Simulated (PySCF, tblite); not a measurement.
# C₅H₁₁NO₂Si₂: geometry, infrared bands and NMR shifts

What infrared bands and NMR shifts should C₅H₁₁NO₂Si₂ (`O=C(O)C#CCN([SiH3])C[SiH3]`) show?

Programs: tblite 0.8.0 and PySCF 2.14.0, with density-fitted response routines of our own. Each step states its level of theory. These are calculated values for one molecule in the gas phase, unless marked as measured. Atoms are numbered from 0 throughout.

**1. The starting structure**

21 atoms, charge 0, multiplicity 1; geometry from: force field or distance geometry start.

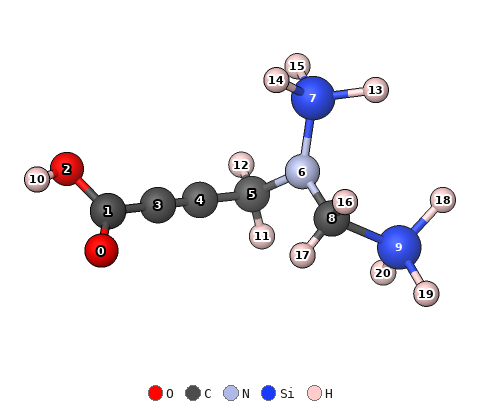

As it starts; oxygen red, carbon dark grey, nitrogen light blue, silicon blue, hydrogen pink, atoms numbered; sticks join atoms by distance.

**2. Geometry optimisation with GFN2-xTB**

What the job is given:

```
{"job": {"kind": "relax", "xc": "GFN2-xTB", "basis": "xTB"}, "charge": 0, "multiplicity": 1}
O      4.122500    -0.248600    -2.019700
C      3.827000    -0.118000    -0.849100
O      4.735700     0.287000     0.079600
C      2.531000    -0.396800    -0.310000
C      1.438400    -0.635900     0.152600
C      0.095000    -0.908500     0.682900
N     -0.853300     0.167100     0.360100
Si    -0.981100     1.599000     1.309200
C     -1.375000     0.035100    -1.014900
Si    -3.091600    -0.758300    -1.075400
H      5.535600     0.435300    -0.450800
H     -0.264200    -1.875300     0.305900
H      0.162900    -1.045800     1.782800
H     -2.301900     2.202300     1.015600
H      0.101900     2.519200     0.910600
H     -0.881600     1.213900     2.743600
H     -1.438800     1.027300    -1.492500
H     -0.705300    -0.553000    -1.651800
H     -4.078400     0.045900    -0.304600
H     -3.547300    -0.850100    -2.482300
H     -3.040400    -2.124800    -0.506000
```

The run is started by

```bash
> OMP_NUM_THREADS=1 python probes_run.py task.json out
```

One launch serves the whole session: the jobs run in the order shown.

Log:

```text
step      E/eV     max force
  0    -837.65903    1.270
  1    -837.71691    0.836
  2    -837.73571    1.475
  3    -837.76115    0.776
  4    -837.77663    0.734
  5    -837.78856    0.335
  6    -837.80054    0.242
  7    -837.80455    0.211
  8    -837.80931    0.127
  9    -837.81212    0.118
 10    -837.81463    0.126
 11    -837.81669    0.097
 12    -837.81884    0.102
 13    -837.82078    0.095
 14    -837.82236    0.093
 15    -837.82360    0.073
 16    -837.82473    0.079
 17    -837.82579    0.065
 18    -837.82661    0.064
 19    -837.82721    0.058
 20    -837.82774    0.063
 21    -837.82831    0.067
 22    -837.82888    0.048
 23    -837.82941    0.051
 24    -837.82995    0.056
 25    -837.83065    0.083
 26    -837.83161    0.090
 27    -837.83277    0.074
 28    -837.83395    0.077
 29    -837.83498    0.084
 30    -837.83592    0.079
 31    -837.83689    0.086
 32    -837.83784    0.086
 33    -837.83866    0.071
 34    -837.83928    0.053
 35    -837.83982    0.059
 36    -837.84041    0.055
 37    -837.84107    0.065
 38    -837.84173    0.062
 39    -837.84225    0.052
 40    -837.84260    0.040
 41    -837.84287    0.033
 42    -837.84317    0.038
 43    -837.84351    0.044
 44    -837.84388    0.046
 45    -837.84424    0.056
 46    -837.84460    0.055
 47    -837.84501    0.063
 48    -837.84556    0.069
 49    -837.84631    0.062
 50    -837.84721    0.070
 51    -837.84814    0.083
 52    -837.84908    0.079
 53    -837.85015    0.087
 54    -837.85137    0.097
 55    -837.85246    0.080
 56    -837.85323    0.072
 57    -837.85379    0.057
 58    -837.85440    0.064
 59    -837.85529    0.082
 60    -837.85641    0.074
 61    -837.85731    0.062
 62    -837.85789    0.054
 63    -837.85840    0.043
 64    -837.85887    0.047
 65    -837.85928    0.073
 66    -837.85962    0.041
 67    -837.85989    0.035
 68    -837.86022    0.029
 69    -837.86044    0.029
 70    -837.86071    0.026
 71    -837.86084    0.021
 72    -837.86094    0.019
 73    -837.86103    0.022
 74    -837.86116    0.026
 75    -837.86130    0.022
 76    -837.86140    0.020
 77    -837.86148    0.020
 78    -837.86156    0.023
 79    -837.86168    0.028
 80    -837.86182    0.030
 81    -837.86197    0.025
 82    -837.86207    0.019
 83    -837.86215    0.019
 84    -837.86224    0.019
 85    -837.86237    0.025
 86    -837.86253    0.026
 87    -837.86271    0.032
 88    -837.86290    0.034
 89    -837.86313    0.033
 90    -837.86340    0.037
 91    -837.86366    0.039
 92    -837.86386    0.036
 93    -837.86403    0.033
 94    -837.86423    0.033
 95    -837.86453    0.044
 96    -837.86495    0.047
 97    -837.86537    0.043
 98    -837.86570    0.033
 99    -837.86595    0.037
100    -837.86621    0.038
101    -837.86649    0.061
102    -837.86686    0.074
103    -837.86727    0.068
104    -837.86779    0.052
105    -837.86817    0.051
106    -837.86852    0.050
107    -837.86872    0.139
108    -837.86897    0.067
109    -837.86921    0.060
110    -837.86952    0.070
111    -837.86986    0.065
112    -837.87021    0.051
113    -837.87095    0.073
114    -837.87139    0.073
115    -837.87187    0.046
116    -837.87225    0.056
117    -837.87249    0.043
118    -837.87295    0.052
119    -837.87363    0.052
120    -837.87428    0.054
121    -837.87461    0.037
122    -837.87484    0.054
123    -837.87510    0.046
124    -837.87563    0.038
125    -837.87617    0.058
126    -837.87678    0.057
127    -837.87733    0.051
128    -837.87776    0.072
129    -837.87806    0.076
130    -837.87876    0.055
131    -837.87922    0.051
132    -837.87963    0.079
133    -837.87997    0.059
134    -837.88038    0.045
135    -837.88087    0.046
136    -837.88133    0.051
137    -837.88159    0.106
138    -837.88208    0.054
139    -837.88244    0.034
140    -837.88284    0.039
141    -837.88311    0.042
142    -837.88354    0.041
143    -837.88396    0.041
144    -837.88434    0.034
145    -837.88463    0.042
146    -837.88468    0.065
147    -837.88510    0.036
148    -837.88525    0.031
149    -837.88550    0.031
150    -837.88570    0.034
151    -837.88606    0.036
152    -837.88634    0.036
153    -837.88664    0.033
154    -837.88687    0.032
155    -837.88726    0.041
156    -837.88770    0.043
157    -837.88801    0.045
158    -837.88823    0.046
159    -837.88841    0.027
160    -837.88860    0.022
161    -837.88875    0.023
162    -837.88892    0.023
163    -837.88903    0.018
164    -837.88911    0.021
165    -837.88918    0.027
166    -837.88928    0.028
167    -837.88938    0.023
168    -837.88948    0.024
169    -837.88959    0.025
170    -837.88972    0.021
171    -837.88986    0.022
172    -837.88999    0.024
173    -837.89011    0.024
174    -837.89024    0.024
175    -837.89042    0.030
176    -837.89062    0.030
177    -837.89081    0.039
178    -837.89093    0.022
179    -837.89101    0.035
180    -837.89108    0.021
181    -837.89117    0.018
182    -837.89126    0.020
183    -837.89136    0.022
184    -837.89144    0.016
185    -837.89150    0.017
186    -837.89157    0.022
187    -837.89167    0.025
188    -837.89184    0.030
189    -837.89206    0.035
190    -837.89229    0.035
191    -837.89252    0.029
192    -837.89276    0.034
193    -837.89301    0.041
194    -837.89327    0.047
195    -837.89344    0.037
196    -837.89355    0.023
197    -837.89361    0.016
198    -837.89365    0.023
199    -837.89367    0.016
200    -837.89369    0.009
```

Run time: 3.5 s. Hardware: 1 thread of Arm Neoverse N1, shared host; peak memory 0.18 GiB.

Relaxation path: (not every step is listed)

```csv
step,energy from step 0 (eV),largest force (eV/Å)
0,0.0000,1.2697
1,-0.0579,0.8357
2,-0.0767,1.4752
3,-0.1021,0.7759
4,-0.1176,0.7335
5,-0.1295,0.3355
6,-0.1415,0.2418
7,-0.1455,0.2114
8,-0.1503,0.1267
26,-0.1726,0.0901
44,-0.1848,0.0463
62,-0.1989,0.0536
80,-0.2028,0.0301
98,-0.2067,0.0329
116,-0.2132,0.0556
134,-0.2213,0.0446
152,-0.2273,0.0361
170,-0.2307,0.0207
188,-0.2328,0.0296
195,-0.2344,0.0373
196,-0.2345,0.0229
197,-0.2346,0.0163
198,-0.2346,0.0234
199,-0.2346,0.0162
200,-0.2347,0.0093
```

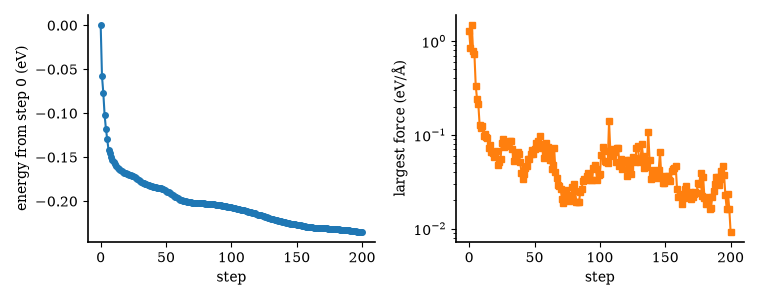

Energy and largest force along the relaxation.

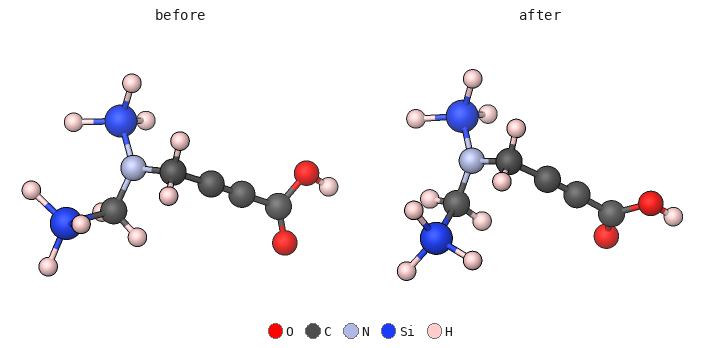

Before and after, at one scale.

Distances of close pairs at the start and the end, largest changes first:

| bond | before (Å) | after (Å) | change (Å) |
| --- | --- | --- | --- |
| C5–N6 | 1.470 | 1.443 | -0.027 |
| Si7–H15 | 1.489 | 1.464 | -0.025 |
| N6–C8 | 1.477 | 1.452 | -0.025 |
| Si9–H18 | 1.488 | 1.464 | -0.024 |
| C8–Si9 | 1.892 | 1.913 | +0.021 |
| C4–C5 | 1.470 | 1.449 | -0.021 |
| C1–O2 | 1.361 | 1.341 | -0.020 |
| Si7–H13 | 1.481 | 1.462 | -0.019 |

The end geometry stands in the next job.

**3. Vibrational analysis with GFN2-xTB**

What the job is given:

```
{"job": {"kind": "ir", "xc": "GFN2-xTB", "basis": "xTB"}, "charge": 0, "multiplicity": 1}
O      3.529576     0.343906    -1.998047
C      3.424211    -0.275269    -0.970991
O      4.454231    -0.888025    -0.368918
C      2.196483    -0.446019    -0.247559
C      1.154374    -0.584126     0.340133
C     -0.149154    -0.639441     0.970956
N     -1.014314     0.431549     0.539672
Si    -1.009753     1.943421     1.367969
C     -1.372926     0.360318    -0.865132
Si    -2.377166    -1.197645    -1.338721
H      5.265064    -0.749905    -0.883142
H     -0.609268    -1.608629     0.728978
H     -0.021481    -0.578808     2.055622
H     -2.292144     2.557083     1.026407
H      0.087041     2.861142     1.028895
H     -0.920566     1.580572     2.783023
H     -1.971041     1.243806    -1.091346
H     -0.472515     0.428934    -1.491079
H     -3.297238    -1.524424    -0.247708
H     -3.119530    -0.900436    -2.563100
H     -1.492806    -2.341060    -1.589815
```

Log:

```text
mode    cm-1     km/mol
  1      17.1      2.15
  2      22.0      0.59
  3      43.2      0.55
  4      64.6      0.65
  5     111.7      0.92
  6     117.4      0.62
  7     128.0      1.07
  8     139.7      0.41
  9     195.3      1.19
 10     259.8      5.20
 11     276.7      3.43
 12     296.1      0.39
 13     367.4      0.64
 14     429.2     18.69
 15     505.1     26.55
 16     511.5      3.58
 17     543.2     31.68
 18     556.4      4.93
 19     570.9     94.10
 20     598.6     86.20
 21     614.9    107.40
 22     703.2    125.28
 23     713.7      7.68
 24     737.8     65.32
 25     746.4      3.50
 26     753.9    140.16
 27     770.9    128.22
 28     783.5    441.59
 29     802.9    342.73
 30     809.5    139.99
 31     810.7    316.45
 32     828.6    212.19
 33     938.3     12.52
 34    1063.4    156.45
 35    1092.3     73.34
 36    1131.3    224.42
 37    1154.8     30.70
 38    1198.6     39.70
 39    1266.6    166.63
 40    1270.3     72.39
 41    1289.2     46.65
 42    1320.1     54.27
 43    1414.6     11.54
 44    1471.7      0.25
 45    1759.2    468.70
 46    2197.2    327.36
 47    2234.8    292.26
 48    2254.3    189.87
 49    2264.4    285.53
 50    2268.7    310.60
 51    2278.4    355.06
 52    2338.6    242.64
 53    2864.7     47.68
 54    2869.4     43.82
 55    2947.2     19.00
 56    2981.2     38.69
 57    3451.2     42.20
```

It took 1.9 s on 1 thread of Arm Neoverse N1, shared host; peak memory 0.18 GiB.

The strongest bands and the atoms that carry them (share of the mass-weighted mode):

```
cm⁻¹  km/mol                                   atoms
 784   441.6  H20 37 %, H18 29 %, Si9 14 %, H19 10 %
 803   342.7   H19 20 %, C8 15 %, H16 15 %, H17 11 %
 811   316.4            H14 25 %, H20 23 %, H13 11 %
1759   468.7                        C1 62 %, O0 35 %
2197   327.4                                H14 92 %
2235   292.3                                H20 95 %
2269   310.6                                H13 90 %
2278   355.1                                H19 95 %
```

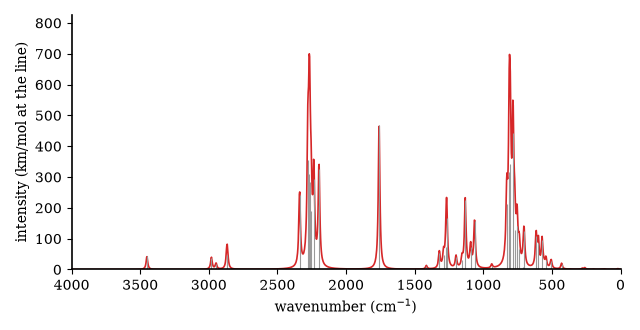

The infrared spectrum from these modes, unscaled. Lines are broadened to a width of 14 cm⁻¹ (Lorentzian).

**4. NMR shieldings: PBE0/pcSseg-1**

Settings changed since step 3:

```diff
@@ -1,2 +1,2 @@
-{"job": {"kind": "ir", "xc": "GFN2-xTB", "basis": "xTB"}, "charge": 0, "multiplicity": 1}
+{"job": {"kind": "nmr", "xc": "PBE0", "basis": "pcSseg-1"}, "charge": 0, "multiplicity": 1}
 O      3.529576     0.343906    -1.998047
```

Level: GIAO PBE0/pcSseg-1 NMR shielding, non-relativistic, gas phase.

Log:

```text
coarse grid: 18736 points
cycle   1  E = -980.2479841822  dE =  1.441e+00  |g| = 9.574e-01  |ddm| = 4.537e+00
cycle   2  E = -979.8978016191  dE =  3.502e-01  |g| = 1.670e+00  |ddm| = 2.458e+00
cycle   3  E = -980.3996027272  dE = -5.018e-01  |g| = 3.384e-01  |ddm| = 1.814e+00
cycle   4  E = -980.4205502822  dE = -2.095e-02  |g| = 9.146e-02  |ddm| = 3.314e-01
cycle   5  E = -980.4218690184  dE = -1.319e-03  |g| = 2.347e-02  |ddm| = 7.757e-02
cycle   6  E = -980.4219963460  dE = -1.273e-04  |g| = 5.973e-03  |ddm| = 3.571e-02
cycle   7  E = -980.4220034155  dE = -7.069e-06  |g| = 2.118e-03  |ddm| = 7.392e-03
final grid: 172392 points
cycle   8  E = -980.4991317235  dE = -2.754e-05  |g| = 1.141e-02  |ddm| = 6.236e-02
cycle   9  E = -980.4990842659  dE =  4.746e-05  |g| = 1.961e-02  |ddm| = 2.707e-02
cycle  10  E = -980.4991547608  dE = -7.049e-05  |g| = 2.969e-03  |ddm| = 1.794e-02
cycle  11  E = -980.4991564628  dE = -1.702e-06  |g| = 4.160e-04  |ddm| = 2.306e-03
cycle  12  E = -980.4991564891  dE = -2.631e-08  |g| = 1.807e-04  |ddm| = 3.936e-04
cycle  13  E = -980.4991564950  dE = -5.921e-09  |g| = 8.177e-05  |ddm| = 1.695e-04
cycle  14  E = -980.4991564965  dE = -1.431e-09  |g| = 2.705e-05  |ddm| = 8.233e-05
cycle  15  E = -980.4991564966  dE = -1.705e-10  |g| = 4.097e-06  |ddm| = 2.436e-05
converged SCF energy = -980.4991564966

GIAO shielding tensors (ppm)
atom      isotropic    diamagn.    paramagn.     s11        s22        s33       span
  0 O     -121.644     404.020    -525.664   -375.121   -246.982    257.171    632.292
  1 C       28.435     255.708    -227.273    -74.302     78.830     80.777    155.079
  2 O      119.362     388.859    -269.498    -37.285    141.968    253.402    290.687
  3 C      104.478     251.236    -146.759     16.799     37.071    259.562    242.763
  4 C       92.467     268.809    -176.342      2.020     26.126    249.255    247.235
  5 C      143.393     246.529    -103.136    121.462    137.846    170.870     49.407
  6 N      245.247     328.153     -82.906    214.686    257.455    263.600     48.914
  7 Si     391.792     881.803    -490.011    335.667    361.397    478.311    142.644
  8 C      153.668     249.385     -95.717    128.083    140.060    192.859     64.776
  9 Si     422.928     879.624    -456.696    380.559    418.573    469.651     89.092
 10 H       25.412      26.936      -1.524     19.932     22.471     33.834     13.902
 11 H       27.882      30.919      -3.036     23.197     27.671     32.778      9.581
 12 H       27.760      30.576      -2.815     22.430     27.392     33.459     11.029
 13 H       27.123      30.468      -3.345     23.149     25.740     32.481      9.332
 14 H       26.866      30.451      -3.585     22.961     25.333     32.304      9.342
 15 H       27.192      30.500      -3.308     23.802     25.180     32.594      8.792
 16 H       29.075      31.885      -2.810     23.333     29.164     34.728     11.395
 17 H       28.442      32.671      -4.229     23.782     28.530     33.012      9.230
 18 H       27.872      28.811      -0.939     24.611     26.047     32.959      8.348
 19 H       27.890      28.473      -0.582     24.581     25.480     33.610      9.029
 20 H       27.496      29.251      -1.754     23.673     26.809     32.007      8.334
```

Wall time 2.2 min (1 thread of Arm Neoverse N1, shared host); peak memory 1.1 GiB.

Shifts follow as δ = σ(reference) − σ, with reference shieldings (ppm) from runs at the same level and on the same kind of geometry: 1H TMS 31.72, 13C TMS 186.9, 29Si TMS 349.2, 15N NH3 267.7, 17O H2O 336.1. The references are single molecules in the gas phase, so shifts against H2O, NH3, PH3, H3PO4 or CFCl3 are not on the usual liquid scales and can be off by tens of ppm. Atoms listed in one row are averaged.

```csv
atoms,environment,σ (ppm),δ (ppm),δ scaled to CDCl3
C1,carboxylic acid carbon,28.4,158.5,152.8
C4,alkyne carbon,92.5,94.5,90.3
C3,alkyne carbon,104.5,82.4,78.6
C5,propargylic sp3 CH2 bonded to N,143.4,43.5,40.6
C8,sp3 CH2 bonded to N and Si,153.7,33.3,30.5
H10,hydrogen on an acid hydroxyl oxygen,25.41,6.30,–
"H13, H14, H15",hydrogen on a silicon bonded to N,27.06,4.66,–
"H18, H19, H20",hydrogen on a silicon bonded to C,27.75,3.96,–
"H11, H12",hydrogen on a propargylic sp3 CH2 bonded to N,27.82,3.90,3.78
"H16, H17",hydrogen on an sp3 CH2 bonded to N and Si,28.76,2.96,2.89
O0,carbonyl oxygen,-121.6,457.7,–
O2,acid hydroxyl oxygen,119.4,216.7,–
N6,"nitrogen bonded to 2 C, Si",245.2,22.5,–
Si7,"silicon bonded to N, 3 H",391.8,-42.6,–
Si9,"silicon bonded to C, 3 H",422.9,-73.8,–
```

The scaled column applies a straight-line fit of computed shieldings to shifts measured in CDCl3 (root-mean-square error 0.16 ppm for H, 1.9 ppm for C).

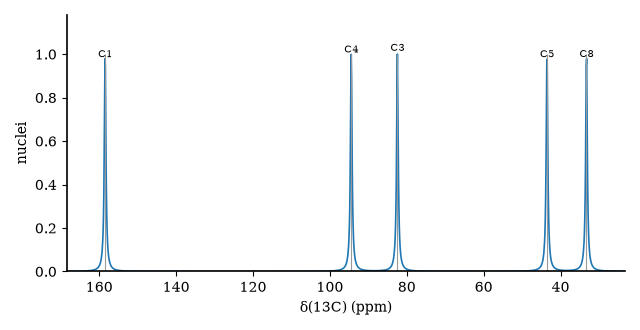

13C lines at the computed shifts, without couplings. Lines are broadened to a width of 0.50 ppm (Lorentzian).

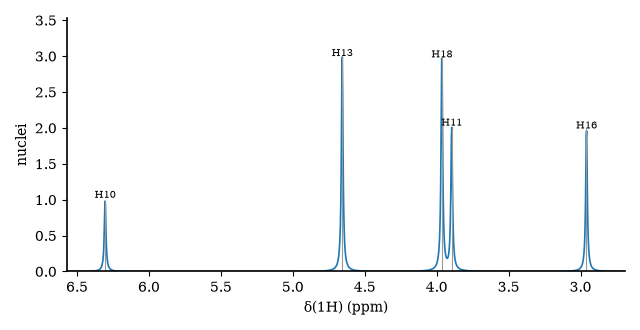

1H lines at the computed shifts, without couplings. Lines are broadened to a width of 0.01 ppm (Lorentzian).

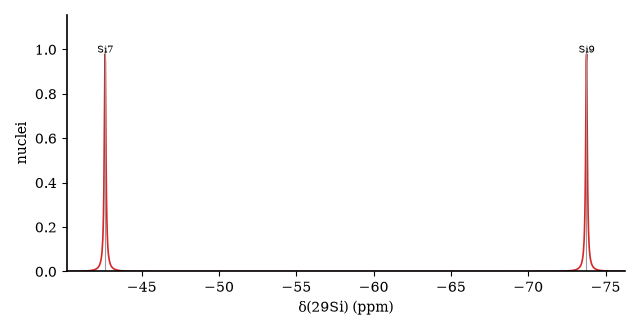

29Si lines at the computed shifts, without couplings. Lines are broadened to a width of 0.12 ppm (Lorentzian).

Charges from the same density, by scheme (e):

```
atoms  Mulliken    IAO  Hirshfeld  ESP fit
   O0     -0.39  -0.44      -0.27    -0.54
   C1      0.28   0.52       0.21     0.80
   O2     -0.35  -0.47      -0.17    -0.60
   C3     -0.08  -0.11      -0.06    -0.27
   C4      0.11   0.00       0.00     0.11
   C5      0.03  -0.16       0.00    -0.36
   N6     -0.76  -0.50      -0.17    -0.29
  Si7      0.63   0.74       0.35     0.45
   C8     -0.29  -0.42      -0.11    -0.21
  Si9      0.45   0.58       0.31     0.36
```

Mulliken charges:

O0 -0.39; C1 0.28; O2 -0.35; C3 -0.08; C4 0.11; C5 0.03; N6 -0.76; Si7 0.63; C8 -0.29; Si9 0.45; H10 0.24; H11 0.17; H12 0.16; H13 -0.10; H14 -0.09; H15 -0.11; H16 0.14; H17 0.16; H18 -0.07; H19 -0.08; H20 -0.07

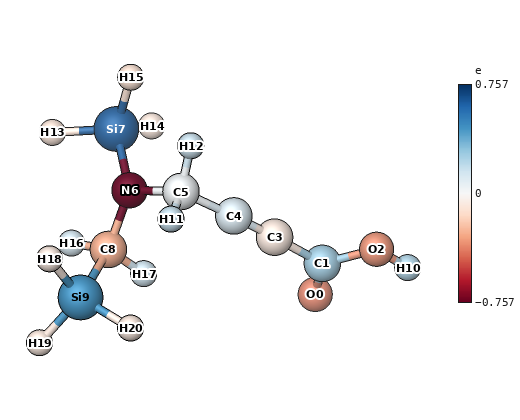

Mulliken charges, as colours on the atoms.

Mayer bond orders: O0–C1 1.91, C1–O2 1.18, C1–C3 1.09, C3–C4 2.29, C4–C5 1.04, C5–N6 1.00, N6–Si7 0.95, N6–C8 0.93, C8–Si9 0.90.

Orbitals, density, ELF and potential are computed afterwards from the orbital file.

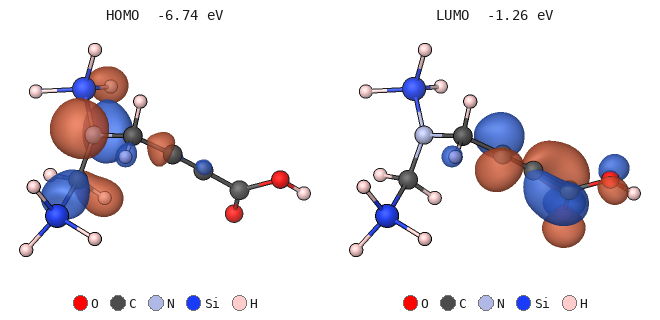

PBE0/pcSseg-1 orbitals near the gap, drawn at the value that encloses 70 % of each; the two colours are the two signs.

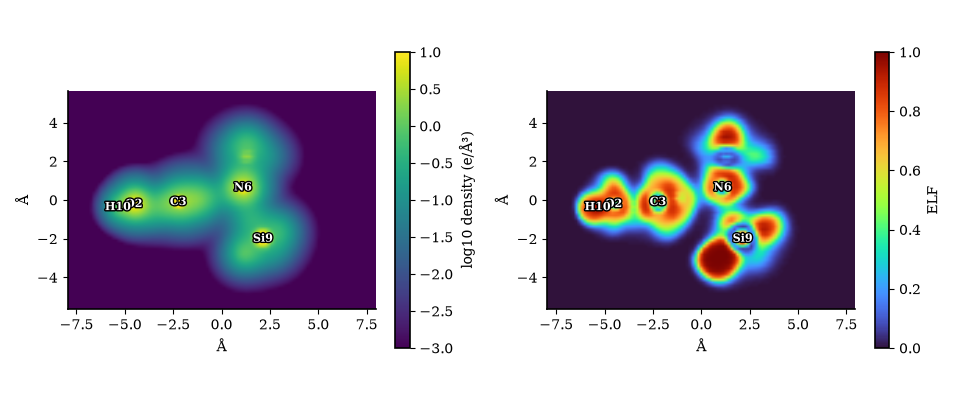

Density (left) and ELF (right) in a plane through or near 5 of the atoms.

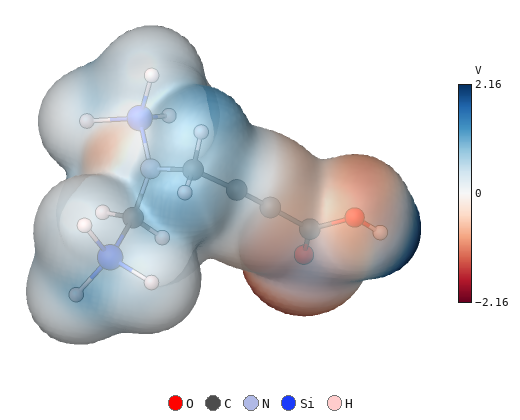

The potential that a unit positive charge feels on the 0.002 e/bohr³ surface, from -1.51 V near O0 to 2.16 V near H10.

**5. Summary of results**

| quantity | value |
| --- | --- |
| strongest single infrared mode (GFN2-xTB) | 1759 cm⁻¹, 469 km/mol |
| zero-point energy (GFN2-xTB) | 88.8 kcal/mol |
| 13C shifts against TMS (PBE0/pcSseg-1) | 158.5, 94.5, 82.4, 43.5, 33.3 ppm |
| 1H shifts against TMS (PBE0/pcSseg-1, means over atoms taken as alike) | 6.30, 4.66, 3.96, 3.90, 2.96 ppm |
| 17O shifts against H2O (PBE0/pcSseg-1) | 457.7, 216.7 ppm |
| 15N shifts against NH3 (PBE0/pcSseg-1) | 22.5 ppm |
| 29Si shifts against TMS (PBE0/pcSseg-1) | -42.6, -73.8 ppm |
| surface potential, least and greatest | -1.51 V and 2.16 V |

Over 200 steps the energy fell by 0.235 eV; of the close pairs, C5–N6 changed most, 1.470 to 1.443 Å. All 57 modes are real, so the xTB geometry is a minimum. The strongest single mode, at 1759 cm⁻¹, moves mainly C1 and O0. Unscaled tight-binding wavenumbers are off by several per cent, some by more. Its intensities can rank the bands wrongly. At PBE0/pcSseg-1: Shielding is most anisotropic at O0 (span 632 ppm, paramagnetic term -526 ppm). At PBE0/pcSseg-1, counted by nearest atom on the grid, the HOMO lies on N6 56 %; H14, H17 about 7 % each, the LUMO on C1, C4 about 26 % each; O0 19 %.
